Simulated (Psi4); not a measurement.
**UMP2/def2-TZVPD (density fitting for correlation, ints tolerance 1e-06, sweep point 3) run of BH2 (boron dihydride)**

What is the vertical doublet–quartet gap of BH2 (boron dihydride) at UMP2/def2-TZVPD (density fitting for correlation, ints tolerance 1e-06, sweep point 3)? 

The results are computed with Psi4 1.11.

4 further runs of the same task are left out: 4 set aside as unsound or not needed.

## 1. The molecule

BH2: 3 atoms, total charge 0, spin state doublet. SMILES: `[BH2]`. The shape is that of a GFN2-xTB optimisation.

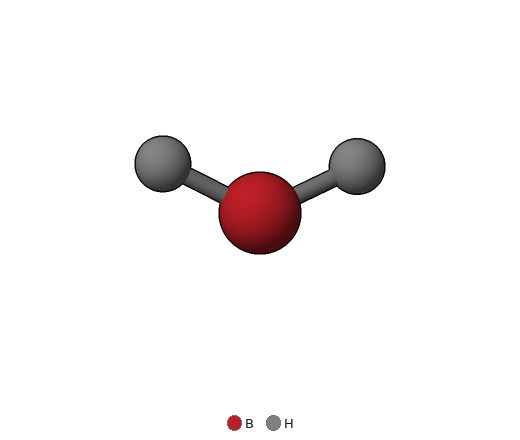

Viewed from a chosen angle; boron red, hydrogen grey.

## 2. The energy at UMP2/def2-TZVPD (density fitting for correlation, ints tolerance 1e-06, sweep point 3)

input.inp reads:

```
memory 1600 MB

molecule {
  0 2
  B      0.49669561    -0.31412917     0.24309437
  H      0.52916111     1.86198495     0.49318072
  H     -1.02585672    -1.54785577    -0.73629399
  units au
  symmetry c1
}

set basis def2-TZVPD
set reference uhf
set puream true
set scf_type direct
set num_frozen_docc 1
set ints_tolerance 1e-06
set maxiter 150

energy_value = energy("mp2")
```

Run with:

```sh
$ psi4 input.inp input.out -n 1
```

input.out:

```text
[...]
  Running in c1 symmetry.
[...]
  Nuclear repulsion =    4.818243852462335
[...]
  Multiplicity = 2
[...]
  Nalpha       = 4
  Nbeta        = 3
[...]
    Number of basis functions: 55
[...]
   @DF-UHF iter   1:   -25.74999257012722   -6.89268e-01   1.65328e-03 DIIS/ADIIS
[...]
   @UHF iter  16:   -25.75999444861978   -1.49214e-12   4.65761e-09 DIIS
[...]
   @S^2 Observed:                7.536759734E-01
[...]
    Orbital Energies [Eh]
    ---------------------
    Alpha Occupied:
       1A     -7.636251     2A     -0.706009     3A     -0.531985
       4A     -0.348110
    Alpha Virtual:
       5A      0.043293     6A      0.051111     7A      0.141843
       8A      0.150940     9A      0.164915    10A      0.166016
      11A      0.172648    12A      0.181472    13A      0.184356
      14A      0.250046    15A      0.255696    16A      0.324101
      17A      0.341842    18A      0.366061    19A      0.378783
      20A      0.385369    21A      0.405088    22A      0.500514
      23A      0.505572    24A      0.626552    25A      0.647254
[...]
  @UHF Final Energy:   -25.75999444861978
   => Energetics <=
    Nuclear Repulsion Energy =              4.8182438524623352
    One-Electron Energy =                 -43.1415679559313077
    Two-Electron Energy =                  12.5633296548491913
    Total Energy =                        -25.7599944486197785
  UHF NO Occupations:
  HONO-2 :    2  A 1.9996368
  HONO-1 :    3  A 1.9985248
[...]
 Multipole Moments:
 ------------------------------------------------------------------------------------
     Multipole            Electronic (a.u.)      Nuclear  (a.u.)        Total (a.u.)
 ------------------------------------------------------------------------------------
 L = 1.  Multiply by 2.5417464519 to convert [e a0] to [Debye]
 Dipole X            :          0.5912213           -0.7593562           -0.1681350
 Dipole Y            :         -0.3377376            0.4338271            0.0960895
 Dipole Z            :          0.0000004            0.0000000            0.0000004
 Magnitude           :                                                    0.1936558
[...]
```

It took 1.6 s on 1 thread of Intel Xeon 6975P-C (Granite Rapids), shared host; peak memory 0.2 GiB.

## 3. The quartet, same level

job.dat reads:

```
memory 1.6 GB

molecule system {
  0 4
  B      0.49669561    -0.31412917     0.24309437
  H      0.52916111     1.86198495     0.49318072
  H     -1.02585672    -1.54785577    -0.73629399
  units bohr
  symmetry c1
}

set basis def2-TZVPD
set reference uhf
set puream true
set scf_type direct
set num_frozen_docc 1
set ints_tolerance 1e-06
set maxiter 150

e, wfn = energy('mp2', return_wfn=True)
```

Run with:

```sh
$ psi4 -i job.dat -o job.out -n 1
```

job.out:

```text
[...]
  Running in c1 symmetry.
[...]
  Nuclear repulsion =    4.818243852462335
[...]
  Multiplicity = 4
[...]
  Nalpha       = 5
  Nbeta        = 2
[...]
    Number of basis functions: 55
[...]
   @DF-UHF iter   1:   -25.54430531386578   -4.83581e-01   2.04947e-03 DIIS/ADIIS
[...]
   @UHF iter  19:   -25.56287018924488   -5.46763e-12   8.35604e-09 DIIS
[...]
   @S^2 Observed:                3.760470668E+00
[...]
    Orbital Energies [Eh]
    ---------------------
    Alpha Occupied:
       1A     -7.627059     2A     -0.826148     3A     -0.661750
       4A     -0.366597     5A     -0.311216
    Alpha Virtual:
       6A      0.048472     7A      0.126735     8A      0.137788
       9A      0.156707    10A      0.159483    11A      0.167595
      12A      0.180040    13A      0.183898    14A      0.213049
      15A      0.253627    16A      0.291936    17A      0.319595
      18A      0.345957    19A      0.355245    20A      0.364519
      21A      0.378097    22A      0.470087    23A      0.482553
      24A      0.591203    25A      0.612307    26A      0.645847
[...]
  @UHF Final Energy:   -25.56287018924488
   => Energetics <=
    Nuclear Repulsion Energy =              4.8182438524623352
    One-Electron Energy =                 -42.8235921187499713
    Two-Electron Energy =                  12.4424780770427539
    Total Energy =                        -25.5628701892448795
  UHF NO Occupations:
  HONO-2 :    3  A 1.0000000
  HONO-1 :    4  A 1.0000000
[...]
 Multipole Moments:
 ------------------------------------------------------------------------------------
     Multipole            Electronic (a.u.)      Nuclear  (a.u.)        Total (a.u.)
 ------------------------------------------------------------------------------------
 L = 1.  Multiply by 2.5417464519 to convert [e a0] to [Debye]
 Dipole X            :          0.3302679           -0.7593562           -0.4290883
 Dipole Y            :         -0.1911940            0.4338271            0.2426331
 Dipole Z            :         -0.0000000            0.0000000           -0.0000000
 Magnitude           :                                                    0.4929377
[...]
```

It took 1.6 s on 1 thread of Intel Xeon 6975P-C (Granite Rapids), shared host; peak memory 0.2 GiB.

## 4. What came out

At UMP2/def2-TZVPD (density fitting for correlation, ints tolerance 1e-06, sweep point 3), 1 core orbital frozen:

| quantity | value |
| --- | --- |
| doublet: total energy | -25.83776 Eh |
| doublet: HOMO energy (Hartree–Fock orbitals) (highest over α and β) | -9.47 eV |
| doublet: LUMO energy (Hartree–Fock orbitals) (lowest over α and β) | 1.18 eV |
| doublet: correlation energy (1 core orbital frozen) | -77.8 mEh |
| doublet: ⟨S²⟩ of the reference determinant | 0.754 |
| quartet: total energy | -25.63767 Eh |
| quartet: HOMO energy (Hartree–Fock orbitals) (highest over α and β) | -8.47 eV |
| quartet: LUMO energy (Hartree–Fock orbitals) (lowest over α and β) | -3.30 eV |
| quartet: correlation energy (1 core orbital frozen) | -74.8 mEh |
| quartet: ⟨S²⟩ of the reference determinant | 3.760 |
| vertical energy of the quartet above the doublet | 5.444 eV |

At this shape the quartet lies 5.44 eV (525 kJ/mol) above the doublet.
